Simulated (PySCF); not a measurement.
# PH2 (SMILES [PH2]): levels of theory compared

Aim: a comparison of 6 runs (U-r2SCAN/6-31G*, UB2PLYP/6-31G*, UPBE/6-31G*, USVWN5/6-31G*, NEVPT2(3,3)/6-31G*, NEVPT2(7,6)/6-31G*) of PH2. 

The results are computed with PySCF 2.14.0.

3 further runs of the same task are left out: 3 set aside as unsound or not needed.

### Step 1. Starting point

PH2 has 3 atoms, charge 0, and is taken as a doublet. As SMILES, `[PH2]`. The P1–H3 distance was set to 2.088 Å, away from the relaxed value. At this shape a bond of the SMILES string is far longer than usual.

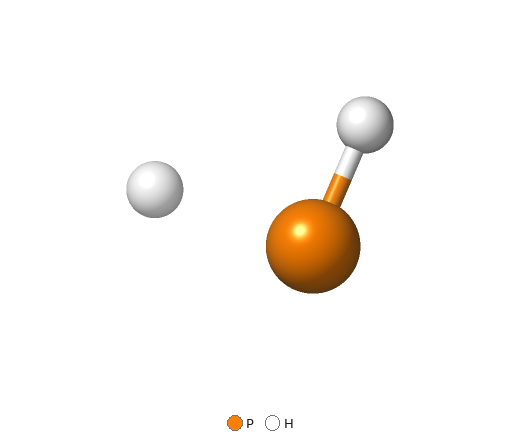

The structure, seen from a chosen angle (phosphorus orange, hydrogen white).

### Step 2. The energy at U-r2SCAN/6-31G(d) (spherical functions) (run 1)

File input.py:

```python
from pyscf import gto, dft

mol = gto.M(
    atom='''
P      2.049818    -0.173490     1.117930
H      1.288334     2.340054     0.966260
H     -1.182931    -1.369333    -0.803323
''',
    spin=1,
    max_memory=1860,
    verbose=3,
    basis='6-31g*',
    unit='bohr',
)

mf = dft.UKS(mol, xc='r2scan')
mf.conv_tol = 1e-10
mf.grids.level = 5
mf.kernel()
if not mf.converged:
    mf = mf.newton().run(mf.mo_coeff, mf.mo_occ)

energy = mf.e_tot
print(f'total energy: {energy:.8f} hartree')
```

Command:

```bash
$ OMP_NUM_THREADS=1 python input.py
```

What it wrote:

```text
WARN: HOMO -0.207846770334934 >= LUMO -0.207846770334933

converged SCF energy = -342.386238050309  <S^2> = 0.78595519  2S+1 = 2.0356377
total energy: -342.38623805 hartree
```

Run time: 4.5 s. Hardware: 1 thread of Arm Neoverse V2, shared host; peak memory 0.2 GiB.

### Step 3. A single-point energy at UB2PLYP/6-31G(d) (spherical functions) (run 2)

File input.xyz:

```xyz
3

P      1.084717    -0.091807     0.591583
H      0.681757     1.238303     0.511323
H     -0.625980    -0.724620    -0.425100
```

File run.py:

```python
from pyscf import gto, dft, mp

mol = gto.M(
    atom='input.xyz',
    verbose=3,
    spin=1,
    basis='6-31g*',
    max_memory=1860,
    charge=0,
)

mf = dft.UKS(mol)
mf.xc = '0.53*HF + 0.47*B88, 0.73*LYP'
mf.conv_tol = 1e-10
mf.grids.level = 5
mf.kernel()
if not mf.converged:
    mf = mf.newton().run(mf.mo_coeff, mf.mo_occ)

pt = mp.MP2(mf, frozen=5).run()
e_final = mf.e_tot + 0.27 * pt.e_corr
print('PT2 part  %.8f' % (0.27 * pt.e_corr))
print('Final energy', e_final)
```

Command:

```bash
$ OMP_NUM_THREADS=1 python run.py
```

What it wrote:

```text
WARN: HOMO -0.191021036453831 >= LUMO -0.191021036453833

converged SCF energy = -342.236370687592  <S^2> = 0.90705779  2S+1 = 2.1513324
E(UMP2) = -342.349775483461  E_corr = -0.113404795869545
E(SCS-UMP2) = -342.356529822707  E_corr = -0.12015913511468
PT2 part  -0.03061929
Final energy -342.2669899824767
```

Run time: 3.3 s. Hardware: 1 thread of Arm Neoverse V2, shared host; peak memory 0.19 GiB.

Runs 3 to 4 aren't shown in full; the table further down has their settings and results.

### Step 4. The energy at NEVPT2(3,3)/6-31G(d) (spherical functions) (run 5)

File calc.py:

```python
import numpy
from pyscf import gto, scf, mp, mcscf, mrpt

system = gto.M(
    atom='''
P      1.084717    -0.091807     0.591583
H      0.681757     1.238303     0.511323
H     -0.625980    -0.724620    -0.425100
''',
    basis='6-31g*',
    verbose=4,
    charge=0,
    max_memory=1860,
    spin=1,
)

mf = scf.ROHF(system)
mf.conv_tol = 1e-10
mf.kernel()
if not mf.converged:
    mf = mf.newton().run(mf.mo_coeff, mf.mo_occ)

pt = mp.MP2(scf.addons.convert_to_uhf(mf)).run()
noons, natorbs = mcscf.addons.make_natural_orbitals(pt)
print('natural occupations', numpy.round(noons[:40], 4))
cas = mcscf.CASSCF(mf, 3, 3)
cas.fix_spin_(ss=0.75)
cas.natorb = True
cas.kernel(natorbs)
e_pt2 = mrpt.NEVPT(cas).kernel()
e_final = cas.e_tot + e_pt2
print('Final energy', e_final)
```

Command:

```bash
$ OMP_NUM_THREADS=1 python calc.py
```

What it wrote:

```text
PySCF version 2.14.0

[INPUT] num. atoms = 3
[INPUT] num. electrons = 17
[INPUT] charge = 0
[INPUT] spin (= nelec alpha-beta = 2S) = 1
[INPUT] symmetry False subgroup None
[INPUT] Mole.unit = angstrom
[INPUT] Symbol           X                Y                Z      unit          X                Y                Z       unit  Magmom
[INPUT]  1 P      1.084717000000  -0.091807000000   0.591583000000 AA    2.049818052660  -0.173490086318   1.117929849949 Bohr   0.0
[INPUT]  2 H      0.681757000000   1.238303000000   0.511323000000 AA    1.288334013505   2.340053529227   0.966260431191 Bohr   0.0
[INPUT]  3 H     -0.625980000000  -0.724620000000  -0.425100000000 AA   -1.182930759455  -1.369333344382  -0.803322575553 Bohr   0.0

nuclear repulsion = 9.71154859236164
number of shells = 12
number of NR pGTOs = 59
number of NR cGTOs = 22
basis = 6-31g*
ecp = {}

[... 37 lines left out ...]
converged SCF energy = -341.765016242088
[... 34 lines left out ...]
sorting_mo_energy = False
[... 20 lines left out ...]
1-step CASSCF converged in   3 macro ( 33 JK   9 micro) steps
[... 2 lines left out ...]
Natural orbital (expansion on meta-Lowdin AOs) in CAS space
[... 9 lines left out ...]
CASSCF energy = -341.804964409038
[... 2 lines left out ...]
******** <class 'pyscf.mrpt.nevpt2.NEVPT'> ********
NEVPT2 (2e+1e, 3o), ncore = 7, nvir = 12
root = 0
Natural occ [1.844379 1.       0.155621]
Natural orbital (expansion on meta-Lowdin AOs) in CAS space
               #1        #2        #3
0 P 1s          -0.00121   0.00000  -0.00106
0 P 2s           0.01401  -0.00000   0.00937
0 P 3s           0.00274  -0.00000   0.12861
[... 18 lines of this table left out ...]
2 H 2s           0.03973  -0.00000  -0.01063
<CAS-nat-orb|mo-hf>  8      8        0.95351865
<CAS-nat-orb|mo-hf>  9      9       -0.99998140
<CAS-nat-orb|mo-hf>  10     10      -0.95608234
Sr    (-1)',   E = -0.00108280511569
Si    (+1)',   E = -0.00019587549692
Sijrs (0)  ,   E = -0.03145236163733
Sijr  (+1) ,   E = -0.00736426671696
Srsi  (-1) ,   E = -0.01980040890643
Srs   (-2) ,   E = -0.00411702838542
Sij   (+2) ,   E = -0.00065215017593
Sir   (0)' ,   E = -0.01773403304484
Nevpt2 Energy = -0.082398929479525
Final energy -341.88736333851796
```

Wall time 0.72 s (1 thread of Arm Neoverse V2, shared host); peak memory 0.12 GiB.

### Step 5. A single-point energy at NEVPT2(7,6)/6-31G(d) (spherical functions) (run 6)

File input.py:

```python
import numpy
from pyscf import gto, scf, mp, mcscf, mrpt

mol = gto.Mole()
mol.atom = '''
P      1.084717    -0.091807     0.591583
H      0.681757     1.238303     0.511323
H     -0.625980    -0.724620    -0.425100
'''
mol.verbose = 3
mol.max_memory = 1860
mol.charge = 0
mol.spin = 1
mol.basis = '6-31g*'
mol.build()

mf = mol.ROHF()
mf.conv_tol = 1e-10
mf.kernel()
if not mf.converged:
    mf = mf.newton().run(mf.mo_coeff, mf.mo_occ)

pt = mp.MP2(scf.addons.convert_to_uhf(mf)).run()
noons, natorbs = mcscf.addons.make_natural_orbitals(pt)
print('natural occupations', numpy.round(noons[:40], 4))
cas = mcscf.CASSCF(mf, 6, 7)
cas.fix_spin_(ss=0.75)
cas.natorb = True
cas.kernel(natorbs)
e_pt2 = mrpt.NEVPT(cas).kernel()
energy = cas.e_tot + e_pt2
print(f'total energy: {energy:.8f} hartree')
```

Command:

```bash
$ OMP_NUM_THREADS=1 python input.py
```

What it wrote:

```text
converged SCF energy = -341.765016242088
E(UMP2) = -341.866556148444  E_corr = -0.101539906356065
E(SCS-UMP2) = -341.872704333383  E_corr = -0.107688091295588
natural occupations [2.0000e+00 1.9999e+00 1.9997e+00 1.9997e+00 1.9997e+00 1.9810e+00
 1.9711e+00 1.9495e+00 9.9380e-01 4.6800e-02 1.6500e-02 6.9000e-03
 6.2000e-03 5.4000e-03 5.0000e-03 4.7000e-03 4.6000e-03 3.8000e-03
 2.7000e-03 2.0000e-03 6.0000e-04 4.0000e-04]
CASSCF energy = -341.824938501540
CASCI E = -341.824938501540  E(CI) = -10.8677387138637  S^2 = 0.7500000
Sr    (-1)',   E = -0.03351322127330
Si    (+1)',   E = -0.00006608526196
Sijrs (0)  ,   E = -0.00126427706200
Sijr  (+1) ,   E = -0.00128350736567
Srsi  (-1) ,   E = -0.00224139606477
Srs   (-2) ,   E = -0.02543683002344
Sij   (+2) ,   E = -0.00033655025542
Sir   (0)' ,   E = -0.00122361357703
Nevpt2 Energy = -0.065365480883589
total energy: -341.89030398 hartree
```

Run time: 1.1 s. Hardware: 1 thread of Arm Neoverse V2, shared host; peak memory 0.12 GiB.

### Step 6. Overview of the runs

```csv
run,level,frozen core orbitals,integration grid,energy (Eh),dipole moment (D) of the reference,HOMO energy (eV),LUMO energy (eV),wall time
1,U-r2SCAN/6-31G* (spherical functions),–,5,-342.386238,0.87,-6.58,-3.73,4.5 s
2,UB2PLYP/6-31G* (spherical functions),5,5,-342.266990,0.84,-8.48,-1.68,3.3 s
3,UPBE/6-31G* (spherical functions),–,5,-342.252191,0.85,-6.11,-4.19,3 s
4,USVWN5/6-31G* (spherical functions),–,5,-341.122907,0.85,-5.99,-4.59,1.6 s
5,"NEVPT2(3,3)/6-31G* (spherical functions)",–,–,-341.887363,1.02,–,–,0.72 s
6,"NEVPT2(7,6)/6-31G* (spherical functions)",–,–,-341.890304,1.02,–,–,1.1 s
```

### Step 7. Summary of results

```
                                   quantity          value
                        run 6: total energy  -341.89030 Eh
run 6: dipole moment (Hartree–Fock density)         1.02 D
```

What this shows: Over runs 1, 2, 3, 4 the dipole moment (its size) runs from 0.84 D (UB2PLYP/6-31G*) to 0.87 D (U-r2SCAN/6-31G*). A double hybrid's value is that of its SCF part. Totals of different functionals can't be ranked against each other. Spin contamination of the reference: run 2 ⟨S²⟩ = 0.91. All runs together took 14 s, the longest 4.5 s.
